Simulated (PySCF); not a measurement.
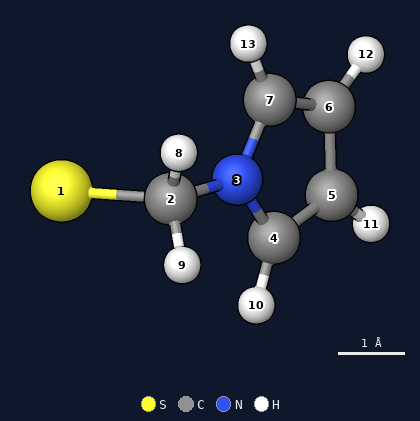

Fig. 1: The structure as given in the input (ball-and-stick view, seen at a tilt; atoms are numbered from 1 in the order of the input).

**NMR shielding calculation, with input and output: C5H6NS (charge −1)**

The run: NMR shielding calculation of C5H6NS, charge −1, SMILES [S-]Cn1cccc1. Method and program: GIAO wB97X/pcSseg-1 NMR shielding, non-relativistic, IEF-PCM benzene (PySCF 2.14.0).

The geometry comes from this level: GFN2-xTB. It belongs to a series of runs on one base structure; here: solvent benzene; wB97X/pcSseg-1; grid level 3. Figures and captions count atoms from 1; the log counts them from 0 in places.

**Output**
```
coarse grid: 11840 points
cycle   1  E = -646.9028427400  dE =  1.524e+00  |g| = 5.260e-01  |ddm| = 3.379e+00
cycle   2  E = -646.9511735429  dE = -4.833e-02  |g| = 4.375e-01  |ddm| = 1.327e+00
cycle   3  E = -646.9926987619  dE = -4.153e-02  |g| = 7.575e-02  |ddm| = 4.941e-01
cycle   4  E = -646.9938826874  dE = -1.184e-03  |g| = 3.900e-02  |ddm| = 1.059e-01
cycle   5  E = -646.9942182420  dE = -3.356e-04  |g| = 6.958e-03  |ddm| = 4.176e-02
cycle   6  E = -646.9942351157  dE = -1.687e-05  |g| = 2.563e-03  |ddm| = 1.702e-02
cycle   7  E = -646.9942375229  dE = -2.407e-06  |g| = 7.727e-04  |ddm| = 5.056e-03
final grid: 162224 points
cycle   8  E = -647.0427524171  dE = -1.097e-04  |g| = 4.404e-03  |ddm| = 4.027e-02
cycle   9  E = -647.0427542109  dE = -1.794e-06  |g| = 3.986e-03  |ddm| = 7.812e-03
cycle  10  E = -647.0427571678  dE = -2.957e-06  |g| = 6.370e-04  |ddm| = 2.663e-03
cycle  11  E = -647.0427572834  dE = -1.156e-07  |g| = 2.508e-04  |ddm| = 1.276e-03
cycle  12  E = -647.0427573007  dE = -1.727e-08  |g| = 5.724e-05  |ddm| = 4.234e-04
cycle  13  E = -647.0427573025  dE = -1.807e-09  |g| = 1.760e-05  |ddm| = 2.162e-04
cycle  14  E = -647.0427573027  dE = -2.105e-10  |g| = 6.600e-06  |ddm| = 8.272e-05
```

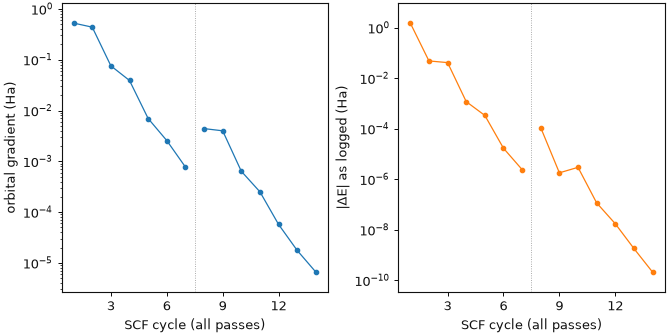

Fig. 2: Convergence of the self-consistent field: orbital gradient and size of the energy change against the SCF cycle. The dotted line marks the change from a coarse to the final integration grid. The first 7 cycles use a coarse grid, the final grid takes over at cycle 8, and the field converges after 14 cycles in all.

```
converged SCF energy = -647.0427573027

GIAO shielding tensors (ppm)
atom      isotropic    diamagn.    paramagn.     s11        s22        s33       span
  0 S      599.081    1056.476    -457.395    317.759    540.299    939.185    621.425
  1 C      135.254     239.399    -104.145    100.942    133.217    171.604     70.663
  2 N       45.786     330.102    -284.316    -31.597     -9.333    178.288    209.885
  3 C       64.159     252.068    -187.909    -11.004     67.459    136.022    147.025
  4 C       80.604     256.860    -176.255      0.318     75.420    166.075    165.757
  5 C       80.632     256.856    -176.225      0.377     75.427    166.090    165.713
  6 C       64.092     252.075    -187.983    -11.074     67.426    135.925    147.000
  7 H       26.614      29.144      -2.530     20.153     27.393     32.297     12.143
  8 H       26.613      29.137      -2.525     20.153     27.389     32.295     12.142
  9 H       25.005      31.954      -6.949     21.729     25.626     27.661      5.933
 10 H       25.852      31.920      -6.068     23.465     25.922     28.168      4.703
 11 H       25.854      31.921      -6.067     23.467     25.923     28.172      4.705
 12 H       25.004      31.954      -6.951     21.728     25.621     27.663      5.935
```

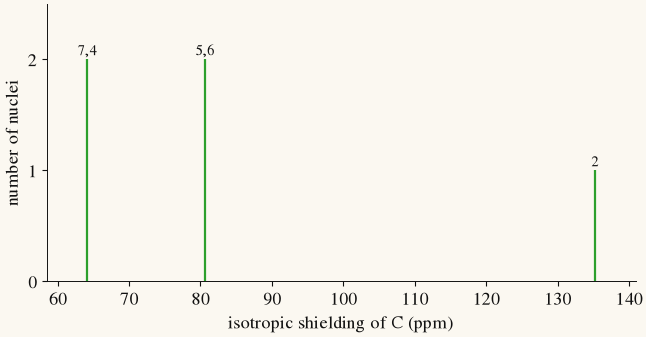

Fig. 3: Isotropic shieldings of the carbon nuclei in this fixed geometry, labelled by atom number; shielding grows to the right, so chemical shift grows to the left. The least shielded is C7 (64.1 ppm), the most shielded C2 (135.3 ppm).

This output came from the following input.

**The input**
```
{"job": {"kind": "nmr", "xc": "wB97X", "basis": "pcSseg-1", "solvent": "benzene", "pop": false, "grid": 3}, "charge": -1, "multiplicity": 1}
S      2.551130    -0.276352     1.582231
C      1.848659    -0.031466    -0.057029
N      0.404408     0.001554    -0.075871
C     -0.407129    -1.072076    -0.204152
C     -1.712504    -0.656043    -0.123617
C     -1.682628     0.735611     0.070209
C     -0.360451     1.102439     0.099320
H      2.209553     0.921501    -0.471216
H      2.172872    -0.847382    -0.719649
H     -0.001101    -2.056965    -0.337924
H     -2.586134    -1.279137    -0.195117
H     -2.528832     1.390477     0.177899
H      0.087769     2.068326     0.237189
```

The first line tells a small driver script what to run in PySCF; the rest is the geometry in Å.

Command:
```bash
OMP_NUM_THREADS=1 python <driver script> task.json out
```

**Results in brief**

```json
{"quantity": "outcome", "value": "converged"}
{"quantity": "total energy", "value": "−647.042757 hartree"}
{"quantity": "HOMO", "value": "−4.96 eV"}
{"quantity": "LUMO", "value": "4.91 eV"}
{"quantity": "isotropic shielding, S", "value": "599.1 ppm"}
{"quantity": "isotropic shielding, C", "value": "64.1 to 135.3 ppm"}
{"quantity": "isotropic shielding, N", "value": "45.8 ppm"}
{"quantity": "isotropic shielding, H", "value": "25.0 to 26.6 ppm"}
{"quantity": "hardware", "value": "1 CPU thread, shared host"}
{"quantity": "wall time", "value": "13 s"}
{"quantity": "peak memory", "value": "0.85 GiB"}
```

**Notes**

Settings chosen away from the usual ones: solvent benzene; wB97X/pcSseg-1; grid level 3.
